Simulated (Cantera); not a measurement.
Feed: 1 mol TiO₂, 5.4 mol CO, 0.15 mol H₂, at 3.40 bar.

Method: chemical equilibrium by Gibbs-energy minimisation in Cantera with the NASA 1993 tables (ideal gas, pure condensed phases). Candidate condensed phases: C, C₆H₆, C₇H₈, C₈H₁₈, H₂O, Ti, TiC, TiO, TiO₂, Ti₂O₃, Ti₃O₅, Ti₄O₇; 113 gas species. Mutual solubility and eutectic melting of coexisting phases are not modelled. Condensed phases not in the tables: Magnéli phases beyond Ti₄O₇. The numbers say what is thermodynamically allowed, not how fast it happens.

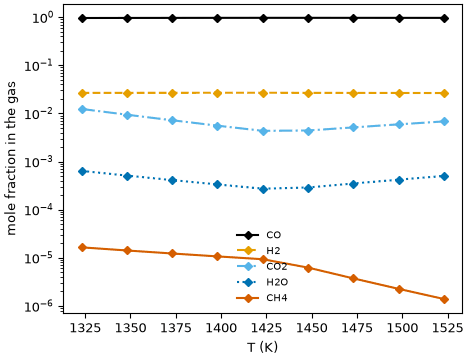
Figure: Equilibrium gas composition (values under 1e-9 drawn at 1e-9)

From 1323 K to 1423 K the condensed part is C(graphite) + TiO₂(rutile). From 1448 K to 1523 K the condensed part is TiO₂(rutile) + Ti₄O₇(s).
